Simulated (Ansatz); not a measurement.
C4H10S2

Input

```
crystal:
  periodic: [false, false, false]
  atoms:
    - {symbol: S, position_ang: [-1.299516, -2.912968, 0.432683]}
    - {symbol: C, position_ang: [-0.439706, -1.348441, 0.737396]}
    - {symbol: C, position_ang: [0.236771, -0.771111, -0.491236]}
    - {symbol: C, position_ang: [1.073670, 0.467186, -0.198889]}
    - {symbol: C, position_ang: [0.320392, 1.647753, 0.395295]}
    - {symbol: S, position_ang: [-1.102849, 2.220716, -0.570886]}
    - {symbol: H, position_ang: [-2.202757, -2.426196, -0.433528]}
    - {symbol: H, position_ang: [-1.146885, -0.643267, 1.177431]}
    - {symbol: H, position_ang: [0.297943, -1.588855, 1.509073]}
    - {symbol: H, position_ang: [-0.526668, -0.525275, -1.235227]}
    - {symbol: H, position_ang: [0.875116, -1.538449, -0.937206]}
    - {symbol: H, position_ang: [1.883438, 0.207113, 0.494703]}
    - {symbol: H, position_ang: [1.559990, 0.789648, -1.125696]}
    - {symbol: H, position_ang: [0.997702, 2.487254, 0.560156]}
    - {symbol: H, position_ang: [-0.105491, 1.395003, 1.369318]}
    - {symbol: H, position_ang: [-0.421150, 2.539887, -1.683397]}
basis:
  gaussian: {orbitals: def2-TZVPP}
hamiltonian: {xc: pbe0, dispersion: d4}
output: {orbitals: {seedname: orbitals}}
```

Launched as:

```sh
ansatz run in.yaml --threads 2 --pin off --events-out ev --progress --plain --max-ram 32768MiB --backend cuda --devices 0, --max-vram 18GiB
```

Geometry: PBE0-D4/def2-TZVP.

Method: RKS PBE0-D4/def2-TZVPP in Ansatz.

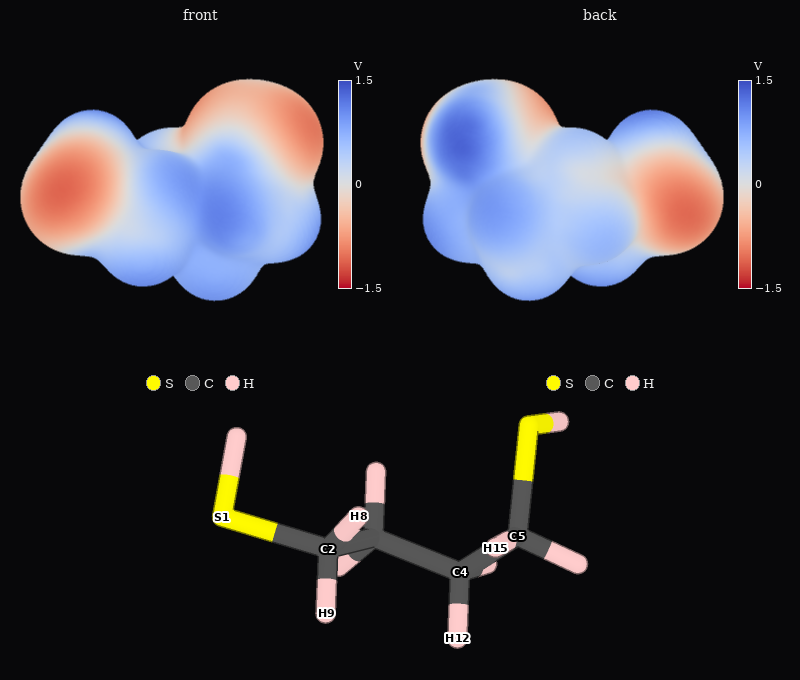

Figure 1. The electrostatic potential painted on the density surface at 0.002 e/bohr³, seen from the front and from behind; the colour scale runs from red (negative) to blue (positive). The bare structure is drawn below in the same view.

> Describe the electrostatic potential map.

The most negative region (about −1.1 V) lies over S1, the most positive (about +1.3 V) over H16.

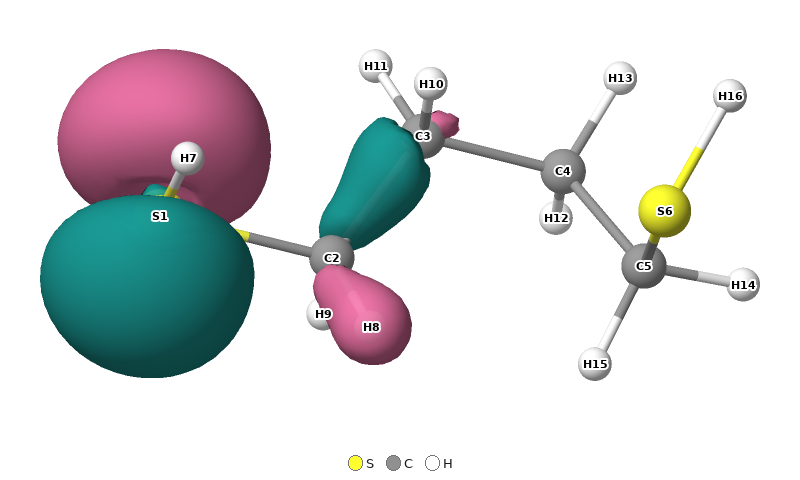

Figure 2. The HOMO at ±0.15 Å⁻³ᐟ² (teal and pink are the two phases), seen from one side.

> Where does this orbital lie, and at what energy?

Its weight (Hirshfeld) is mainly on S1 (about 80 %) and C2 (about 5 %); largely a lone pair of S1. Its energy is −6.73 eV.

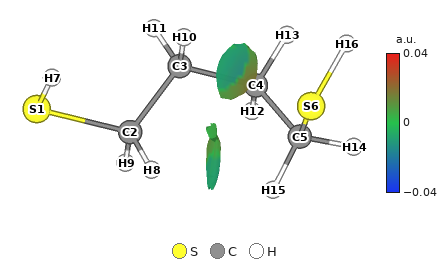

Figure 3. Non-covalent interaction (NCI) plot: the surface where the reduced density gradient is 0.6, for densities under 0.05 a.u., coloured by sign(λ₂)ρ; seen from one side.

> Identify the weak interactions.

Between H15 and C5 on one side and H8 and C2 on the other: a weak contact, attractive (blue-green) on one side and crowded (olive to red) on the other; between H10 and C3 on one side and S6 and C5 on the other: a weak contact, attractive (blue-green) on one side and crowded (olive to red) on the other.
